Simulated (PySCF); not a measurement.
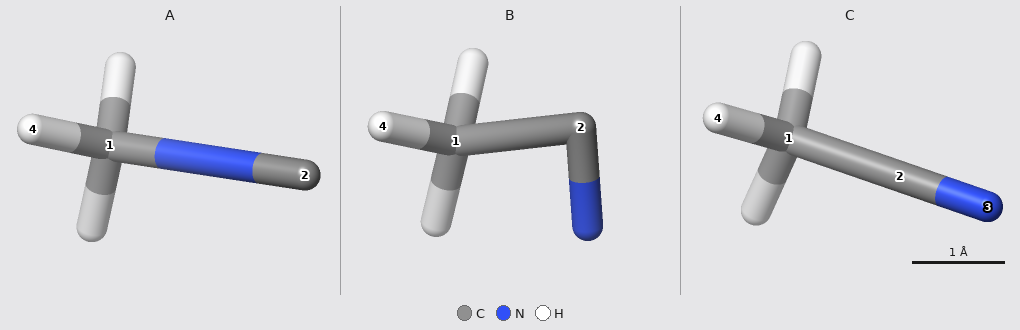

Three geometries of C₂H₃N: a saddle point and the two minima that it joins, in shuffled order. Style: stick. Shown at a tilt. Sticks join atoms that are closer than about 1.2 times the sum of their covalent radii (a little more with hydrogen).

Stationary points at PBE0-D4/def2-TZVP, single-point energies with CCSD(T)/CBS, PBE0-D4, r2SCAN-D4 (def2-TZVPP where no basis is named; PySCF 2.14.0). The energies are electronic, without zero-point or thermal terms, and both ends are the minima reached downhill from the saddle, with any fragments still in contact. CCSD(T)/CBS stands for a frozen-core estimate: MP2 correlation extrapolated from def2-TZVPP and def2-QZVPP, CCSD(T) minus MP2 from the smaller set.

Which frame is the transition state, what reaction does it lead through, and what barrier is to be expected?

Answer. Frame B is the saddle point. From C over the saddle to A, a bond forms: C–N (2.60 → 1.81 → 1.41 Å). A bond breaks: C–C (1.45 → 1.75 → 2.57 Å). The saddle has one imaginary mode, 407i cm⁻¹. With CCSD(T)/CBS the barrier is 64.3 kcal/mol from C and 40.0 kcal/mol from A, and A lies 24.2 kcal/mol above C.

```csv
level,barrier from C (kcal/mol),barrier from A (kcal/mol),A less C (kcal/mol)
CCSD(T)/CBS,64.3,40.0,24.2
PBE0-D4,64.4,40.3,24.1
r2SCAN-D4,64.0,39.2,24.8
```
